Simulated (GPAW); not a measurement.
# Near-edge structure at the Mo L₃ edge of Si2Mo (I4/mmm)

How does the Mo L₃ edge of Si2Mo (I4/mmm) move when the bonds are compressed or stretched?

Method: X-ray absorption from dipole matrix elements to empty bands, plane-wave PAW LDA, in GPAW 26.7.0.

The database entry behind the starting cell is an old determination (1927), so it need not match the best structure at ambient conditions.

### Step 1. Starting point

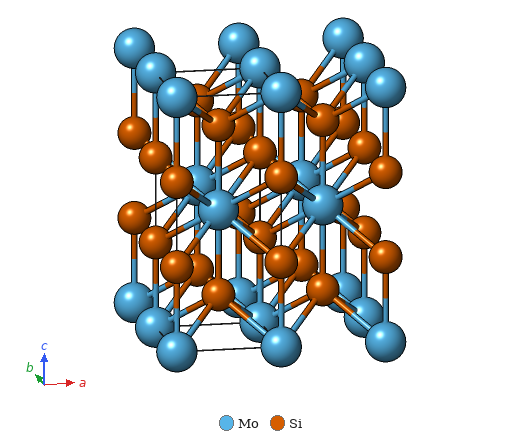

The cell as given, slightly off an axis (molybdenum blue, silicon orange). 2×2×1 cells are drawn. This picture shows the conventional cell, with its axes. Some periodic images of atoms are drawn too.

### Step 2. Ground state of the crystal

A plain self-consistent run shows whether there is a gap, which decides the set-up of the core-hole run.

The input, scf.py:

```python
import numpy as np
from ase import Atoms
from ase.parallel import parprint, paropen
from gpaw import GPAW, PW, FermiDirac, Mixer, MixerDif, setup_paths
from gpaw.test import gen
setup_paths.insert(0, '.')
gen('Mo', name='nch2p', xcname='LDA', corehole=(2, 1, 0), write_xml=True)
from gpaw.mpi import world
world.barrier()

atoms = Atoms('MoSi2',
    cell=[[-1.6, 1.6, 3.9305],
     [1.6, -1.6, 3.9305],
     [1.6, 1.6, -3.9305]],
    scaled_positions=[[0, 0, 0],
     [0.667, 0.667, 0],
     [0.333, 0.333, 0]],
    pbc=True)
atoms.calc = calc = GPAW(legacy_gpaw=True, mode=PW(430, force_complex_dtype=True), xc='LDA', setups={0: 'nch2p'},
    kpts={'size': (11, 11, 11), 'gamma': True}, occupations=FermiDirac(0.05),
    charge=0, mixer=Mixer(0.1, 5, 50), maxiter=150,
    convergence={'density': 0.0001, 'eigenstates': 1e-6}, txt='scf.txt')
energy = atoms.get_potential_energy() + calc.get_reference_energy()
ef = calc.get_fermi_level()
out = dict(energy=energy, fermi=ef, forces=atoms.get_forces().tolist())
parprint(f'all-electron energy {energy:.4f} eV, Fermi level {ef:.4f} eV')
ev = np.array([[calc.get_eigenvalues(k, s) for k in range(len(calc.get_ibz_k_points()))] for s in range(calc.get_number_of_spins())])
out['homo'], out['lumo'], out['counts'] = ev[ev < ef].max(), ev[ev > ef].min(), sorted(set((ev < ef).sum((0, 2)).tolist()))
out['filled'] = (ev[:, 0] < ef).sum(1).tolist()
import json
with paropen('out.json', 'w') as f:
    json.dump(out, f)
```

Command:

```console
$ OMP_NUM_THREADS=1 mpirun -n 4 gpaw python scf.py
```

Numbers of over 12 decimals in the logs are rounded to 6 here.

Log:

```text
Input parameters:
  convergence: {density: 0.0001,
                eigenstates: 1e-06}
  kpts: {gamma: True,
         size: (11, 11, 11)}
  maxiter: 150
  mixer: {backend: pulay,
          beta: 0.1,
          method: separate,
          nmaxold: 5,
          weight: 50}
  mode: {ecut: 430.0,
         force_complex_dtype: True,
         name: pw}
  occupations: {fixmagmom: False,
                name: fermi-dirac,
                width: 0.05}
  setups: {0: nch2p}

Initialize ...

[... PAW data sets ...]

Reference energy: -125737.239404  # eV

Spin-paired calculation

[... convergence settings ...]
Symmetries present (total): 16
  [... symmetry matrices ...]

1331 k-points: 11 x 11 x 11 Monkhorst-Pack grid
126 k-points in the irreducible part of the Brillouin zone
       k-points in crystal coordinates                weights
   0:     0.00000000    0.00000000    0.00000000          1/1331
   1:     0.09090909   -0.09090909    0.00000000          4/1331
   2:     0.09090909   -0.09090909    0.09090909          4/1331
   3:     0.09090909    0.00000000    0.00000000          8/1331
   4:     0.09090909    0.09090909   -0.09090909          2/1331
   5:     0.18181818   -0.18181818    0.00000000          4/1331
   6:     0.18181818   -0.18181818    0.09090909          8/1331
   7:     0.18181818   -0.18181818    0.18181818          4/1331
   8:     0.18181818   -0.09090909    0.00000000         16/1331
   9:     0.18181818   -0.09090909    0.09090909          8/1331
          ...
 125:     0.45454545    0.45454545    0.45454545          8/1331

Wave functions: Plane wave expansion
  Cutoff energy: 430.000 eV
  Number of coefficients (min, max): 804, 849
  Pulay-stress correction: 0.000000 eV/Ang^3 (de/decut=0.000000)
  Using FFTW library
  Wavefunction extrapolation:
    Improved wavefunction reuse through dual PAW basis

Occupation numbers: Fermi-Dirac:
  width: 0.0500  # eV

Eigensolver
   Davidson(niter=2)

Densities:
  Coarse grid: 24*24*24 grid
  Fine grid: 48*48*48 grid
  Total Charge: 0.000000

Density mixing:
  Method: separate
  Backend: pulay
  Linear mixing parameter: 0.1
  old densities: 5
  Width of damping distribution: 1.1
  Damping of long wavelength oscillations: 50

[... Hamiltonian set-up ...]
Number of atoms: 3
Number of atomic orbitals: 21
Number of bands in calculation: 18
Number of valence electrons: 22
Bands to converge: occupied

... initialized

Initializing position-dependent things.

Density initialized from atomic densities
Creating initial wave functions:
  18 bands from LCAO basis set

       Si

       Si

       Mo

Atomic positions and initial magnetic moments

Positions:
   0 Mo     0.000000    0.000000    0.000000    ( 0.0000,  0.0000,  0.0000)
   1 Si    -0.000000    0.000000    5.243287    ( 0.0000,  0.0000,  0.0000)
   2 Si     0.000000   -0.000000    2.617713    ( 0.0000,  0.0000,  0.0000)

Unit cell:
           periodic     x           y           z      points  spacing
  1. axis:    yes   -1.600000    1.600000    3.930500    24     0.1235
  2. axis:    yes    1.600000   -1.600000    3.930500    24     0.1235
  3. axis:    yes    1.600000    1.600000   -3.930500    24     0.0943

  Lengths:   4.535287   4.535287   4.535287
  Angles:  138.683989 138.683989  59.857036

Effective grid spacing dv^(1/3) = 0.1428

iter:   1   -27.101446
iter:   2   -26.620194   -0.96  -1.12
iter:   3   -26.186486   -1.36  -1.19
iter:   4   -26.279037   -2.03  -1.33
iter:   5   -26.120873   -1.59  -1.37
iter:   6   -26.104119   -3.04  -2.14
iter:   7   -26.103997   -3.52  -2.56
iter:   8   -26.104051c  -3.77  -2.64
iter:   9   -26.103402c  -4.38  -2.90
iter:  10   -26.103404c  -5.59  -3.68
iter:  11   -26.103400c  -6.91c -3.85
iter:  12   -26.103412c  -5.96  -3.96
iter:  13   -26.103400c  -6.18c -3.89
iter:  14   -26.103399c  -7.39c -4.96c

Converged after 14 iterations.

Dipole moment: (0.000000, -0.000000, 0.000000) |e|*Ang

Energy contributions relative to reference atoms: (reference = -125737.239404)

Kinetic:         +0.721275
Potential:       -1.305330
External:        +0.000000
XC:             -25.274697
Entropy (-ST):   -0.002920
Local:           -0.243188
SIC:             +0.000000
--------------------------
Free energy:    -26.104859
Extrapolated:   -26.103399

Showing only first 2 kpts
 Kpt  Band  Eigenvalues  Occupancy
  0     9      9.24688    2.00000
  0    10     12.29614    0.00031
  0    11     14.90857    0.00000
  0    12     15.50155    0.00000

  1     9     10.00377    2.00000
  1    10     11.42269    1.99967
  1    11     14.28709    0.00000
  1    12     15.23154    0.00000

Fermi level: 11.85816

No gap
No difference between direct/indirect transitions

Forces in eV/Ang:
  0 Mo    0.00000    0.00000    0.00000
  1 Si   -0.00000   -0.00000   -0.35952
  2 Si    0.00000    0.00000    0.35952
Scalar-relativistic atomic LDA calculation for Mo (Molybdenum, Z=42)
Core hole in 2p state (2p occupation: 6.0)
750 radial gridpoints.
|------------------------------------------------|
|------------------------------------------------|
[... the atom generator's iteration count ...]

Energy contributions:
-------------------------
Kinetic:    +4165.433536
XC:          -119.190488
Potential:  -8089.396636
-------------------------
Total:      -4043.153588

state      eigenvalue         ekin         rmax
-----------------------------------------------
1s^2.0 :  -726.903549   921.819729        0.023
2s^2.0 :  -102.713558   186.491318        0.130
2p^6.0 :   -91.946581   179.776363        0.104
3s^2.0 :   -17.462235    49.159395        0.384
3p^6.0 :   -13.925054    45.538697        0.377
3d^10.0:    -8.133190    40.156221        0.322
4s^2.0 :    -2.366080    11.169755        0.987
4p^6.0 :    -1.418343     8.974676        1.069
4d^5.0 :    -0.144545     3.941302        1.389
5s^1.0 :    -0.158732     1.146001        2.925
5p^0.0 :    -0.042684     0.511028        4.040
-----------------------------------------------
(units: Bohr and Hartree)

Generating PAW setup
Kinetic energy of the core from tauc = 4148.175022423138
Cutoffs:
rc(s)=2.340
rc(p)=2.450
rc(d)=2.450
rc(vbar)=2.340
rc(comp)=2.270
rc(nct)=2.450

Kinetic energy of the core states: 4068.393457
Charge: 0.0
Core electrons: 28.0
Valence electrons: 14.0
Pseudo-core charge: 0.000408
Shape function alpha=1.941
Pseudo-electron charge 7.312429
state    eigenvalue         norm
--------------------------------
4s(2) :    -2.366080     0.495578
5s(1) :    -0.158732     0.977403
4p(6) :    -1.418343     0.336432
5p(0) :    -0.042684     0.983393
4d(5) :    -0.144545     0.664974
*d    :     0.855455
--------------------------------

Diagonalizing with gridspacing h=0.050

state   all-electron     PAW
-------------------------------
4s:      -2.366080    -2.366752
4p:      -1.418343    -1.419647
4d:      -0.144545    -0.146057
*f:                    0.066505
-------------------------------
all-electron energy -125763.3428 eV, Fermi level 11.8582 eV
```

It took 18 s on 4 MPI ranks of Intel Xeon at 2.60GHz (Ice Lake), shared host; peak memory 0.19 GiB.

The mesh shows no gap, so the system is treated as a metal and the core electron is put at the Fermi level (neutral cell).

### Step 3. Reference energy of the supercell

The photon energy needs a difference of total energies, so the cell and mesh of the coming hole run are first run without a hole.

Edit scf.py of step 2 so:

```diff
@@ -10,12 +10,24 @@
 
-atoms = Atoms('MoSi2',
-    cell=[[-1.6, 1.6, 3.9305],
-     [1.6, -1.6, 3.9305],
-     [1.6, 1.6, -3.9305]],
+atoms = Atoms('Mo5Si10',
+    cell=[[1.6, 4.8, -3.9305],
+     [4.8, -1.6, -3.9305],
+     [-1.6, -4.8, -3.9305]],
     scaled_positions=[[0, 0, 0],
-     [0.667, 0.667, 0],
-     [0.333, 0.333, 0]],
+     [0.2, 0.4, 0.4],
+     [0.6, 0.2, 0.2],
+     [0.4, 0.8, 0.8],
+     [0.8, 0.6, 0.6],
+     [0.333, 0, 0.333],
+     [0.533, 0.4, 0.733],
+     [0.933, 0.2, 0.533],
+     [0.733, 0.8, 0.133],
+     [0.133, 0.6, 0.933],
+     [0.667, 0, 0.667],
+     [0.867, 0.4, 0.067],
+     [0.267, 0.2, 0.867],
+     [0.067, 0.8, 0.467],
+     [0.467, 0.6, 0.267]],
     pbc=True)
 atoms.calc = calc = GPAW(legacy_gpaw=True, mode=PW(430, force_complex_dtype=True), xc='LDA', setups={0: 'nch2p'},
-    kpts={'size': (11, 11, 11), 'gamma': True}, occupations=FermiDirac(0.05),
+    kpts={'size': (5, 5, 5), 'gamma': True}, occupations=FermiDirac(0.1),
     charge=0, mixer=Mixer(0.1, 5, 50), maxiter=150,
```

Log:

```text
Input parameters:
  convergence: {density: 0.0001,
                eigenstates: 1e-06}
  kpts: {gamma: True,
         size: (5, 5, 5)}
  maxiter: 150
  mixer: {backend: pulay,
          beta: 0.1,
          method: separate,
          nmaxold: 5,
          weight: 50}
  mode: {ecut: 430.0,
         force_complex_dtype: True,
         name: pw}
  occupations: {fixmagmom: False,
                name: fermi-dirac,
[...]
5s(1) :    -0.158732     0.977403
4p(6) :    -1.418343     0.336432
5p(0) :    -0.042684     0.983393
4d(5) :    -0.144545     0.664974
*d    :     0.855455
--------------------------------

Diagonalizing with gridspacing h=0.050

state   all-electron     PAW
-------------------------------
4s:      -2.366080    -2.366752
4p:      -1.418343    -1.419647
4d:      -0.144545    -0.146057
*f:                    0.066505
-------------------------------
all-electron energy -628816.7135 eV, Fermi level 11.8844 eV
[key lines of the parts left out:]
Converged after 16 iterations.
Dipole moment: (0.000000, -0.000000, 0.000000) |e|*Ang
Free energy:   -130.545170
Fermi level: 11.88437
```

Run time: 39 s. Hardware: 4 MPI ranks; peak memory 0.32 GiB.

Reference energy: -628816.713 eV with the cores included.

[end of part 1 of 4]

[Banner, clock and machine lines of the logs are left out without a mark of their own.]

[Logs are printed without paths, hosts, clocks, repeated set-up lines and the standing remarks that a program may print on its own settings, such as how far it seeks lower states.]

[Hosts, paths, dates, database ids (printed as entryN), source tags and the programs' standing remarks are cut or masked in the printed files.]

[Lists of maxima count a maximum above −3 eV only where it reaches 4 % of the highest in the window and stands out from its surroundings by 2 % of it (1.5 % where it reaches 55 %); shoulders and weaker maxima are passed over, and of the rest the first, up to two pre-edge ones and the few strongest are named.]
